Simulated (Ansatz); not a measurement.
CH₆NSi (charge −1): single-point calculation

- system: CH₆NSi, charge −1
- method: RKS B3LYP-D4/def2-TZVPPD (Ansatz 0.2.0)

The geometry comes from this level: PBE0-D4/def2-TZVPD.

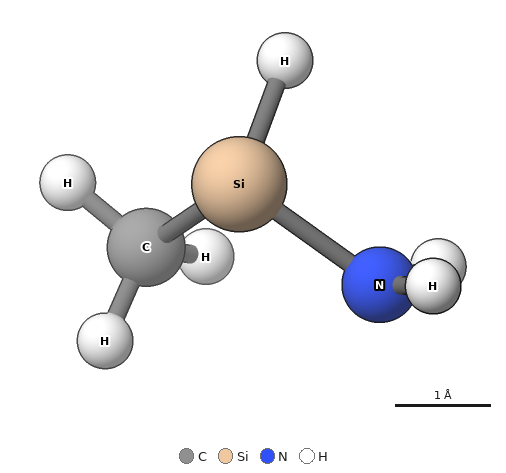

The input geometry (ball-and-stick view, seen at a tilt). Bond lengths as drawn: C–H 1.10 Å, C–Si 1.95 Å, H–N 1.01 to 1.02 Å, H–Si 1.56 Å and N–Si 1.82 Å.

Summary:

```tsv
quantity	value
outcome	converged
total energy	−10505.3724 eV
mean-field energy	−10505.0677 eV
dispersion energy	−0.3047 eV
SCF solution under orbital rotations	stable
hardware	2 threads of AMD EPYC, 11 GiB of memory available, shared host
wall time	4 s (CPU time 7.7 s)
peak memory	0.49 GiB
```

The input:
```yaml
crystal:
  periodic: [false, false, false]
  atoms:
    - {symbol: C, position_ang: [-1.076215, 0.581214, -0.849799]}
    - {symbol: Si, position_ang: [0.406447, 0.572504, 0.413304]}
    - {symbol: N, position_ang: [0.083543, -1.050195, 1.180929]}
    - {symbol: H, position_ang: [-1.187348, -0.372863, -1.386068]}
    - {symbol: H, position_ang: [-0.927794, 1.370844, -1.597751]}
    - {symbol: H, position_ang: [-2.021466, 0.785596, -0.333908]}
    - {symbol: H, position_ang: [1.473735, 0.192655, -0.663044]}
    - {symbol: H, position_ang: [0.247084, -1.868224, 0.602481]}
    - {symbol: H, position_ang: [0.583841, -1.181049, 2.048967]}
basis:
  gaussian: {orbitals: "def2-TZVPPD.json"}
total_charge: -1
hamiltonian: {xc: {name: B3LYP}, dispersion: d4}
```

Launch command:
```bash
ansatz run in.yaml --threads 2 --pin off --events-out ev --progress --plain --max-ram 4352MiB
```

The program's output:
```
Functional definition: B3LYP
  name "B3LYP"
  cite "Stephens, Devlin, Chabalowski & Frisch, J. Phys. Chem. 98, 11623 (1994) doi:10.1021/j100096a001"
  cite "Becke, Phys. Rev. A 38, 3098 (1988) doi:10.1103/PhysRevA.38.3098"
  cite "Lee, Yang & Parr, Phys. Rev. B 37, 785 (1988) doi:10.1103/PhysRevB.37.785"
  cite "Vosko, Wilk & Nusair, Can. J. Phys. 58, 1200 (1980) doi:10.1139/p80-159"
  parameter a0 = 0.2
  parameter ax = 0.72
  parameter ac = 0.81
  exchange = (1 - a0 - ax)*slater_x + ax*b88_x + a0*exact_x
  correlation = (1 - ac)*vwn_rpa_c + ac*lyp_c
1022 factors; their error is unknown
mean field evaluation 1: about -10499.5749 eV, gradient 5.0e1 eV
mean field evaluation 2: about -10490.5750 eV, gradient 7.7e1 eV
mean field evaluation 4: about -10505.0278 eV, gradient 4.1e0 eV
mean field evaluation 8: about -10505.0645 eV, gradient 5.1e-2 eV
mean field evaluation 16: about -10505.0675 eV, gradient 3.2e-5 eV
mean field -10505.06745887 eV, -386.0541085228 hartree, gradient 3.2e-5 eV, S^2 0.000000; 0 other end points of the search recorded, 0 dependent functions left out
reference -10505.06774327 eV, -386.0541189744 hartree; 17, 17 occupied and 207, 207 virtual orbitals, 1022 factors
Total energy: -10505.37243125 eV, -386.0653160514 hartree
```
